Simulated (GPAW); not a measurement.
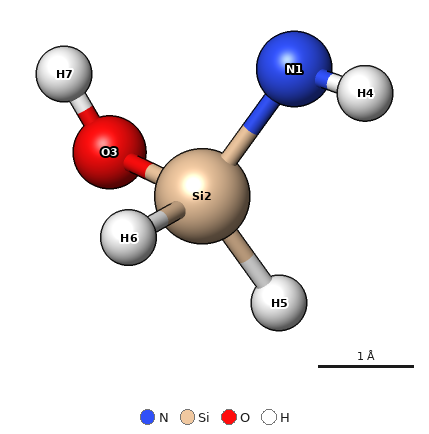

**Figure 1.** The input geometry (ball-and-stick view, seen at a tilt; atoms are numbered from 1 in the order of the input).

SiNH₄O: property calculation

System: SiNH₄O, multiplicity 2, SMILES [NH][SiH2]O.
Method: RPBE/dzp, UKS, scalar-relativistic datasets (GPAW 26.7.0).

The geometry comes from this level: PBE0-D4/def2-TZVP.

**Input file (run.py)**
```python
import numpy as np
from ase.io import read
from ase.units import Debye
from gpaw import GPAW

mol = read('run.xyz')
mol.center(vacuum=4.5)
mol.set_initial_magnetic_moments([0.333333, 0.333333, 0.333333, 0.0, 0.0, 0.0, 0.0])

calc = GPAW(mode='lcao',
            xc='RPBE',
            symmetry='off',
            maxiter=100,
            occupations={'name': 'fermi-dirac', 'width': 0.02, 'fixmagmom': True},
            basis='dzp',
            h=0.2,
            txt='-')
mol.calc = calc

energy = mol.get_potential_energy()
print(f'Energy = {energy:.5f} eV')
forces = mol.get_forces()
print('Forces (eV/Ang)')
for symbol, f in zip(mol.symbols, forces):
    print(f'{symbol:2} {f[0]:9.4f} {f[1]:9.4f} {f[2]:9.4f}')
dipole = mol.get_dipole_moment() / Debye
print(f'Dipole                  {np.linalg.norm(dipole):.3f} D')
```

**File run.xyz**
```
7

N     -1.219700    -0.362600     0.666700
Si     0.116600     0.212100    -0.290000
O      1.398500    -0.795100    -0.146900
H     -2.101000     0.125500     0.496300
H     -0.184300     0.263000    -1.742100
H      0.414600     1.577200     0.236200
H      1.636600    -1.088000     0.734200
```

Hardware: 1 thread of Arm Neoverse V1, 24 GiB of memory available, shared host.

Launched with:
```bash
python3 -u run.py | tee run.out
```

**What the program printed**
```
__  _  _
 | _ |_)|_||  |
 |__||  | ||/\| - 26.7.0

units:  Angstrom and eV
cores:  1
OpenMP: False

Versions:
  Python: 3.12.14
  ASE:    3.29.0
  Numpy:  2.5.5
  Scipy:  1.18.1
  Libxc:  7.0.0

        _gpaw.cpython-312-aarch64-linux-gnu.so

Input parameters:
  mode=LCAO(),
  basis={'default': 'dzp'},
  h=0.2,
  maxiter=100,
  occupations=Occupations(name='fermi-dirac', width=0.02, fixmagmom=True),
  symmetry=Symmetry(point_group=False, time_reversal=False),
  xc=XC(name='RPBE')
        .------------------------------.
       /|                              |
      / |                              |
     /  |                              |
    /   |                              |
   /    |                              |
  /     |                              |
 *      |                              |
 |      |                              |
 |      |      H N    H                |
 |      |            Si H              |
 |      |              O               |
 |      |           H                  |
 |      |                              |
 |      .------------------------------.
 |     /                              /
 |    /                              /
 |   /                              /
 |  /                              /
 | /                              /
 |/                              /
 *------------------------------*

Atoms  # Å, Bohr magnetons
|   | symbol |        x |        y |        z |    initial magnetic moments |
|---|--------|----------|----------|----------|-----------------------------|
| 0 |      N | 5.381300 | 5.225400 | 6.908800 | ( 0.0000,  0.0000,  0.3333) |
| 1 |     Si | 6.717600 | 5.800100 | 5.952100 | ( 0.0000,  0.0000,  0.3333) |
| 2 |      O | 7.999500 | 4.792900 | 6.095200 | ( 0.0000,  0.0000,  0.3333) |
| 3 |      H | 4.500000 | 5.713500 | 6.738400 | ( 0.0000,  0.0000,  0.0000) |
| 4 |      H | 6.416700 | 5.851000 | 4.500000 | ( 0.0000,  0.0000,  0.0000) |
| 5 |      H | 7.015600 | 7.165200 | 6.478300 | ( 0.0000,  0.0000,  0.0000) |
| 6 |      H | 8.237600 | 4.500000 | 6.976300 | ( 0.0000,  0.0000,  0.0000) |

Unit cell  # Å
| periodic |         x |         y |         z |   lengths |    angles |
|----------|-----------|-----------|-----------|-----------|-----------|
|       no | 12.737600 |  0.000000 |  0.000000 | 12.737600 | 90.000000 |
|       no |  0.000000 | 11.665200 |  0.000000 | 11.665200 | 90.000000 |
|       no |  0.000000 |  0.000000 | 11.476300 | 11.476300 | 90.000000 |

Number of symmetries: 1
Symmetry operations  # r_c * U_cc + t_c -> r_c
|   | kind |            matrix            |
|---|------|------------------------------|
| 0 |  E   |  1, 0, 0,  0, 1, 0,  0, 0, 1 |

BZ-sampling:
  Number of BZ points: 1
  Number of IBZ points: 1

  Monkhorst-Pack size: [1, 1, 1]
  Monkhorst-Pack shift: [0, 0, 0]

K-points  # in reciprocal-cell coordinates
|   |                                coordinates |     weight |
|---|--------------------------------------------|------------|
| 0 | (  0.00000000,   0.00000000,   0.00000000) | 1.00000000 |

basis functions: 59
Spin-components: 2 (collinear spins)
Bands:           16
Projectors:      27
Spin-degeneracy: 1
Datatype:        <class 'float'>

  Storage: CPU
  Wave functions: 15_104 bytes (15_104 per core)

Parallelization:
  kpt:    1
  domain: 1
  band:   1

Density:
  Valence electrons: 19.0
  Components: 2
  Grid points: [64 60 56]
  Charge: 0.0  # |e|

Potential:
  Grid points: [64 60 56]

species:
  N:
    name:    Nitrogen
    Z:       7.0
    valence: 5
    core:    2
    charge:  0.0  # [|e|]
    file:    N.RPBE.gz
    compensation charges:
      type: gauss
      rc: 0.18  # [Å]
      lmax: 2
    cutoffs:
      filter: 1.11  # [Å]
      core: 0.96  # [Å]
    projectors
    | kind |    occ | energy [eV] | rcut [Å] |
    |------|--------|-------------|----------|
    |   2s |  2.000 |     -18.658 |    0.603 |
    |   2p |  3.000 |      -7.050 |    0.529 |
    |    s |        |       8.553 |    0.603 |
    |    p |        |      20.161 |    0.529 |
    |    d |        |       0.000 |    0.577 |

    LCAO basis set for N:
      Name: dzp
      File: N.dzp.basis.gz
      Number of radial functions: 5
      Number of spherical harmonics: 13
        l=0, rc=4.8594 Bohr: 2s-sz confined orbital
        l=1, rc=6.0625 Bohr: 2p-sz confined orbital
        l=0, rc=2.6094 Bohr: 2s-dz split-valence wave
        l=1, rc=3.2656 Bohr: 2p-dz split-valence wave
        l=2, rc=6.0625 Bohr: d-type Gaussian polarization
      Number of RI-basis functions 0

  Si:
    name:    Silicon
    Z:       14.0
    valence: 4
    core:    10
    charge:  0.0  # [|e|]
    file:    Si.RPBE.gz
    compensation charges:
      type: gauss
      rc: 0.33  # [Å]
      lmax: 2
    cutoffs:
      filter: 1.86  # [Å]
      core: 2.06  # [Å]
    projectors
    | kind |    occ | energy [eV] | rcut [Å] |
    |------|--------|-------------|----------|
    |   3s |  2.000 |     -10.793 |    1.058 |
    |   3p |  2.000 |      -4.075 |    1.058 |
    |    s |        |      16.418 |    1.058 |
    |    p |        |      23.136 |    1.058 |
    |    d |        |       0.000 |    1.058 |

    LCAO basis set for Si:
      Name: dzp
      File: Si.dzp.basis.gz
      Number of radial functions: 5
      Number of spherical harmonics: 13
        l=0, rc=6.8594 Bohr: 3s-sz confined orbital
        l=1, rc=9.0625 Bohr: 3p-sz confined orbital
        l=0, rc=3.8906 Bohr: 3s-dz split-valence wave
        l=1, rc=5.2344 Bohr: 3p-dz split-valence wave
        l=2, rc=9.0625 Bohr: d-type Gaussian polarization
      Number of RI-basis functions 0

  O:
    name:    Oxygen
    Z:       8.0
    valence: 6
    core:    2
    charge:  0.0  # [|e|]
    file:    O.RPBE.gz
    compensation charges:
      type: gauss
      rc: 0.21  # [Å]
      lmax: 2
    cutoffs:
      filter: 1.17  # [Å]
      core: 0.83  # [Å]
    projectors
    | kind |    occ | energy [eV] | rcut [Å] |
    |------|--------|-------------|----------|
    |   2s |  2.000 |     -24.041 |    0.688 |
    |   2p |  4.000 |      -8.984 |    0.598 |
    |    s |        |       3.170 |    0.688 |
    |    p |        |      18.228 |    0.598 |
    |    d |        |       0.000 |    0.619 |

    LCAO basis set for O:
      Name: dzp
      File: O.dzp.basis.gz
      Number of radial functions: 5
      Number of spherical harmonics: 13
        l=0, rc=4.3438 Bohr: 2s-sz confined orbital
        l=1, rc=5.3906 Bohr: 2p-sz confined orbital
        l=0, rc=2.2969 Bohr: 2s-dz split-valence wave
        l=1, rc=2.8906 Bohr: 2p-dz split-valence wave
        l=2, rc=5.3906 Bohr: d-type Gaussian polarization
      Number of RI-basis functions 0

  H:
    name:    Hydrogen
    Z:       1.0
    valence: 1
    core:    0
    charge:  0.0  # [|e|]
    file:    H.RPBE.gz
    compensation charges:
      type: gauss
      rc: 0.15  # [Å]
      lmax: 2
    cutoffs:
      filter: 0.85  # [Å]
      core: 0.53  # [Å]
    projectors
    | kind |    occ | energy [eV] | rcut [Å] |
    |------|--------|-------------|----------|
    |   1s |  1.000 |      -6.572 |    0.476 |
    |    s |        |      20.639 |    0.476 |
    |    p |        |       0.000 |    0.476 |

    LCAO basis set for H:
      Name: dzp
      File: H.dzp.basis.gz
      Number of radial functions: 3
      Number of spherical harmonics: 5
        l=0, rc=6.4219 Bohr: 1s-sz confined orbital
        l=0, rc=3.6094 Bohr: 1s-dz split-valence wave
        l=1, rc=6.4219 Bohr: p-type Gaussian polarization
      Number of RI-basis functions 0

Reference energy: -11467.047474  # eV

eigensolver:
  <gpaw.new.lcao.eigensolver.LCAOEigensolver object at 0xe10795d90cb0>
density mixing:
  MSR1-Mixer
  Pratt-step length: 0.05
  Maximum mixing coefficient: 0.75
  Old densities: 10
  SVD Regularization: 0.005
  Good broyden scale: 1.0
  Trust region scale: 1.0
  Backstep threshold: 4.0
  History deletion threshold: 6.0
  Fourier metric: weight=20.0, sigma=0.015

occupation numbers:
  Fixed magnetic moment: 1.000
  Fermi-Dirac:
    width: 0.0200  # eV

FastPoissonSolver using
    Stencil: 6*3+1=19 point O(h^6) finite-difference Laplacian
    FFT axes: []
    FST axes: [np.int64(2), np.int64(1), np.int64(0)]

xc functional:
  name: RPBE with 2 nearest neighbor stencil
interpolation: tri-quintic # 5. degree polynomial

        .------------------------------.
       /|                              |
      / |                              |
     /  |                              |
    /   |                              |
   /    |                              |
  /     |                              |
 *      |                              |
 |      |                              |
 |      |      H N    H                |
 |      |            Si H              |
 |      |              O               |
 |      |           H                  |
 |      |                              |
 |      .------------------------------.
 |     /                              /
 |    /                              /
 |   /                              /
 |  /                              /
 | /                              /
 |/                              /
 *------------------------------*

Atoms  # Å, Bohr magnetons
|   | symbol |        x |        y |        z |    initial magnetic moments |
|---|--------|----------|----------|----------|-----------------------------|
| 0 |      N | 5.381300 | 5.225400 | 6.908800 | ( 0.0000,  0.0000,  0.3333) |
| 1 |     Si | 6.717600 | 5.800100 | 5.952100 | ( 0.0000,  0.0000,  0.3333) |
| 2 |      O | 7.999500 | 4.792900 | 6.095200 | ( 0.0000,  0.0000,  0.3333) |
| 3 |      H | 4.500000 | 5.713500 | 6.738400 | ( 0.0000,  0.0000,  0.0000) |
| 4 |      H | 6.416700 | 5.851000 | 4.500000 | ( 0.0000,  0.0000,  0.0000) |
| 5 |      H | 7.015600 | 7.165200 | 6.478300 | ( 0.0000,  0.0000,  0.0000) |
| 6 |      H | 8.237600 | 4.500000 | 6.976300 | ( 0.0000,  0.0000,  0.0000) |

Unit cell  # Å
| periodic |         x |         y |         z |   lengths |    angles |
|----------|-----------|-----------|-----------|-----------|-----------|
|       no | 12.737600 |  0.000000 |  0.000000 | 12.737600 | 90.000000 |
|       no |  0.000000 | 11.665200 |  0.000000 | 11.665200 | 90.000000 |
|       no |  0.000000 |  0.000000 | 11.476300 | 11.476300 | 90.000000 |

Number of symmetries: 1
Symmetry operations  # r_c * U_cc + t_c -> r_c
|   | kind |            matrix            |
|---|------|------------------------------|
| 0 |  E   |  1, 0, 0,  0, 1, 0,  0, 0, 1 |

BZ-sampling:
  Number of BZ points: 1
  Number of IBZ points: 1

  Monkhorst-Pack size: [1, 1, 1]
  Monkhorst-Pack shift: [0, 0, 0]

K-points  # in reciprocal-cell coordinates
|   |                                coordinates |     weight |
|---|--------------------------------------------|------------|
| 0 | (  0.00000000,   0.00000000,   0.00000000) | 1.00000000 |

basis functions: 59
Spin-components: 2 (collinear spins)
Bands:           16
Projectors:      27
Spin-degeneracy: 1
Datatype:        <class 'float'>

  Storage: CPU
  Wave functions: 15_104 bytes (15_104 per core)

Parallelization:
  kpt:    1
  domain: 1
  band:   1

Density:
  Valence electrons: 19.0
  Components: 2
  Grid points: [64 60 56]
  Charge: 0.0  # |e|

Potential:
  Grid points: [64 60 56]

species:
  N:
    name:    Nitrogen
    Z:       7.0
    valence: 5
    core:    2
    charge:  0.0  # [|e|]
    file:    N.RPBE.gz
    compensation charges:
      type: gauss
      rc: 0.18  # [Å]
      lmax: 2
    cutoffs:
      filter: 1.11  # [Å]
      core: 0.96  # [Å]
    projectors
    | kind |    occ | energy [eV] | rcut [Å] |
    |------|--------|-------------|----------|
    |   2s |  2.000 |     -18.658 |    0.603 |
    |   2p |  3.000 |      -7.050 |    0.529 |
    |    s |        |       8.553 |    0.603 |
    |    p |        |      20.161 |    0.529 |
    |    d |        |       0.000 |    0.577 |

    LCAO basis set for N:
      Name: dzp
      File: N.dzp.basis.gz
      Number of radial functions: 5
      Number of spherical harmonics: 13
        l=0, rc=4.8594 Bohr: 2s-sz confined orbital
        l=1, rc=6.0625 Bohr: 2p-sz confined orbital
        l=0, rc=2.6094 Bohr: 2s-dz split-valence wave
        l=1, rc=3.2656 Bohr: 2p-dz split-valence wave
        l=2, rc=6.0625 Bohr: d-type Gaussian polarization
      Number of RI-basis functions 0

  Si:
    name:    Silicon
    Z:       14.0
    valence: 4
    core:    10
    charge:  0.0  # [|e|]
    file:    Si.RPBE.gz
    compensation charges:
      type: gauss
      rc: 0.33  # [Å]
      lmax: 2
    cutoffs:
      filter: 1.86  # [Å]
      core: 2.06  # [Å]
    projectors
    | kind |    occ | energy [eV] | rcut [Å] |
    |------|--------|-------------|----------|
    |   3s |  2.000 |     -10.793 |    1.058 |
    |   3p |  2.000 |      -4.075 |    1.058 |
    |    s |        |      16.418 |    1.058 |
    |    p |        |      23.136 |    1.058 |
    |    d |        |       0.000 |    1.058 |

    LCAO basis set for Si:
      Name: dzp
      File: Si.dzp.basis.gz
      Number of radial functions: 5
      Number of spherical harmonics: 13
        l=0, rc=6.8594 Bohr: 3s-sz confined orbital
        l=1, rc=9.0625 Bohr: 3p-sz confined orbital
        l=0, rc=3.8906 Bohr: 3s-dz split-valence wave
        l=1, rc=5.2344 Bohr: 3p-dz split-valence wave
        l=2, rc=9.0625 Bohr: d-type Gaussian polarization
      Number of RI-basis functions 0

  O:
    name:    Oxygen
    Z:       8.0
    valence: 6
    core:    2
    charge:  0.0  # [|e|]
    file:    O.RPBE.gz
    compensation charges:
      type: gauss
      rc: 0.21  # [Å]
      lmax: 2
    cutoffs:
      filter: 1.17  # [Å]
      core: 0.83  # [Å]
    projectors
    | kind |    occ | energy [eV] | rcut [Å] |
    |------|--------|-------------|----------|
    |   2s |  2.000 |     -24.041 |    0.688 |
    |   2p |  4.000 |      -8.984 |    0.598 |
    |    s |        |       3.170 |    0.688 |
    |    p |        |      18.228 |    0.598 |
    |    d |        |       0.000 |    0.619 |

    LCAO basis set for O:
      Name: dzp
      File: O.dzp.basis.gz
      Number of radial functions: 5
      Number of spherical harmonics: 13
        l=0, rc=4.3438 Bohr: 2s-sz confined orbital
        l=1, rc=5.3906 Bohr: 2p-sz confined orbital
        l=0, rc=2.2969 Bohr: 2s-dz split-valence wave
        l=1, rc=2.8906 Bohr: 2p-dz split-valence wave
        l=2, rc=5.3906 Bohr: d-type Gaussian polarization
      Number of RI-basis functions 0

  H:
    name:    Hydrogen
    Z:       1.0
    valence: 1
    core:    0
    charge:  0.0  # [|e|]
    file:    H.RPBE.gz
    compensation charges:
      type: gauss
      rc: 0.15  # [Å]
      lmax: 2
    cutoffs:
      filter: 0.85  # [Å]
      core: 0.53  # [Å]
    projectors
    | kind |    occ | energy [eV] | rcut [Å] |
    |------|--------|-------------|----------|
    |   1s |  1.000 |      -6.572 |    0.476 |
    |    s |        |      20.639 |    0.476 |
    |    p |        |       0.000 |    0.476 |

    LCAO basis set for H:
      Name: dzp
      File: H.dzp.basis.gz
      Number of radial functions: 3
      Number of spherical harmonics: 5
        l=0, rc=6.4219 Bohr: 1s-sz confined orbital
        l=0, rc=3.6094 Bohr: 1s-dz split-valence wave
        l=1, rc=6.4219 Bohr: p-type Gaussian polarization
      Number of RI-basis functions 0

Reference energy: -11467.047474  # eV

eigensolver:
  <gpaw.new.lcao.eigensolver.LCAOEigensolver object at 0xe10795cc4ad0>
density mixing:
  MSR1-Mixer
  Pratt-step length: 0.05
  Maximum mixing coefficient: 0.75
  Old densities: 10
  SVD Regularization: 0.005
  Good broyden scale: 1.0
  Trust region scale: 1.0
  Backstep threshold: 4.0
  History deletion threshold: 6.0
  Fourier metric: weight=20.0, sigma=0.015

occupation numbers:
  Fixed magnetic moment: 1.000
  Fermi-Dirac:
    width: 0.0200  # eV

FastPoissonSolver using
    Stencil: 6*3+1=19 point O(h^6) finite-difference Laplacian
    FFT axes: []
    FST axes: [np.int64(2), np.int64(1), np.int64(0)]

xc functional:
  name: RPBE with 2 nearest neighbor stencil
interpolation: tri-quintic # 5. degree polynomial

Initialization done in: 4.510 s

convergence criteria:
- Maximum [total energy] change in last 3 cyles: 0.0005 eV / valence electron
- Maximum integral of absolute [dens]ity change: 0.0001 electrons / valence electron
- Maximum integral of absolute [eigenst]ate change: 4e-08 eV^2 / valence electron
maximum number of iterations: 100

SCF iterations
|iter     |     time |      energy | eigst |  dens |  magmom |
|---------|----------|-------------|-------|-------|---------|
|iter:   1| 00:00:04 |  -32.529926 |      c|       |  +0.9983|
|iter:   2| 00:00:05 |  -32.095732 |      c| -0.57 |  +0.9984|
|iter:   3| 00:00:06 |  -30.836576 |      c| -0.60 |  +0.9994|
|iter:   4| 00:00:07 |  -30.860889 |      c| -1.15 |  +0.9998|
|iter:   5| 00:00:08 |  -30.854687 |      c| -1.56 |  +0.9999|
|iter:   6| 00:00:09 |  -30.858649c|      c| -1.90 |  +1.0000|
|iter:   7| 00:00:10 |  -30.859126c|      c| -2.45 |  +1.0000|
|iter:   8| 00:00:11 |  -30.859193c|      c| -2.92 |  +1.0000|
|iter:   9| 00:00:12 |  -30.859198c|      c| -3.43 |  +1.0000|
|iter:  10| 00:00:13 |  -30.859199c|      c| -4.01c|  +1.0000|

Converged in 10 steps
SCF loop duration: 8.866 s (0.887 s/step)
Energy contributions relative to reference atoms: (reference = -11467.047474)

Energy contributions:
  Kinetic:          34.620927
  Coulomb:         -34.287710
  Zero:              0.656297
  External:          0.000000
  Xc:              -31.848713
  Entropy:          -0.000000
  Spinorbit:         0.000000
  ----------------------------
  Free energy:     -30.859199
  Extrapolated:    -30.859199

dipole moment: (-0.076362, 0.154742, 0.088188)  # |e|*Ang

Total magnetic moment: (0.000000, 0.000000, 1.000007)

Local magnetic moments
|        x |        y |         z |
|----------|----------|-----------|
| 0.000000 | 0.000000 |  0.318799 |  # N    0
| 0.000000 | 0.000000 | -0.005244 |  # Si   1
| 0.000000 | 0.000000 | -0.002860 |  # O    2
| 0.000000 | 0.000000 | -0.005248 |  # H    3
| 0.000000 | 0.000000 |  0.014042 |  # H    4
| 0.000000 | 0.000000 |  0.021520 |  # H    5
| 0.000000 | 0.000000 | -0.000097 |  # H    6

Fermi levels: -6.420, -4.773
Eigenvalues  # (at kpt = [0.000, 0.000, 0.000])
| band index |      eig [eV] | occ [0-1] |      eig [eV] | occ [0-1] |
|------------|---------------|-----------|---------------|-----------|
|          0 |       -25.112 |     1.000 |       -25.115 |     1.000 |
|        ... |               |           |               |           |
|          2 |       -13.941 |     1.000 |       -13.883 |     1.000 |
|          3 |       -11.671 |     1.000 |       -11.488 |     1.000 |
|          4 |       -10.284 |     1.000 |       -10.026 |     1.000 |
|          5 |        -9.316 |     1.000 |        -9.112 |     1.000 |
|          6 |        -8.321 |     1.000 |        -8.167 |     1.000 |
|          7 |        -7.418 |     1.000 |        -7.212 |     1.000 |
|          8 |        -6.773 |     1.000 |        -6.249 |     1.000 |
|          9 |        -6.711 |     1.000 |        -4.482 |     0.000 |
|         10 |         0.443 |     0.000 |         0.464 |     0.000 |
|         11 |         0.999 |     0.000 |         1.172 |     0.000 |
|         12 |         2.045 |     0.000 |         2.128 |     0.000 |
|         13 |         2.768 |     0.000 |         2.854 |     0.000 |
|         14 |         2.799 |     0.000 |         2.906 |     0.000 |
|         15 |         3.240 |     0.000 |         3.560 |     0.000 |

Gap: 0.462 eV
Transition (v -> c):
  (s=0, k=0, n=9, [0.00, 0.00, 0.00]) -> (s=1, k=0, n=8, [0.00, 0.00, 0.00])
No difference between direct/indirect transitions
vacuum-level: 0.000  # V
Energy = -30.85920 eV

Forces  # eV/Ang
|        x |        y |        z |
|----------|----------|----------|
|  0.41230 | -0.84802 |  0.39444 |  # N    0
| -0.62278 |  0.55093 | -0.07402 |  # Si   1
|  0.77712 | -0.46205 | -1.10106 |  # O    2
| -0.91253 |  0.53300 | -0.21146 |  # H    3
|  0.00032 |  0.05529 | -0.45371 |  # H    4
|  0.06431 |  0.46812 |  0.12109 |  # H    5
|  0.26684 | -0.31910 |  1.12324 |  # H    6

Force computation time: 0.319  # s
Forces (eV/Ang)
N     0.4123   -0.8480    0.3944
Si   -0.6228    0.5509   -0.0740
O     0.7771   -0.4620   -1.1011
H    -0.9125    0.5330   -0.2115
H     0.0003    0.0553   -0.4537
H     0.0643    0.4681    0.1211
H     0.2668   -0.3191    1.1232
Dipole                  0.931 D
```

**Key numbers**

```json
{"quantity": "outcome", "value": "converged"}
{"quantity": "energy relative to the program's reference atoms", "value": "−30.8592 eV"}
{"quantity": "basis functions", "value": "59"}
{"quantity": "largest force", "value": "1.425 eV/Å"}
{"quantity": "dipole moment", "value": "0.93 D"}
{"quantity": "wall time", "value": "14 s"}
{"quantity": "peak memory", "value": "0.78 GiB"}
```
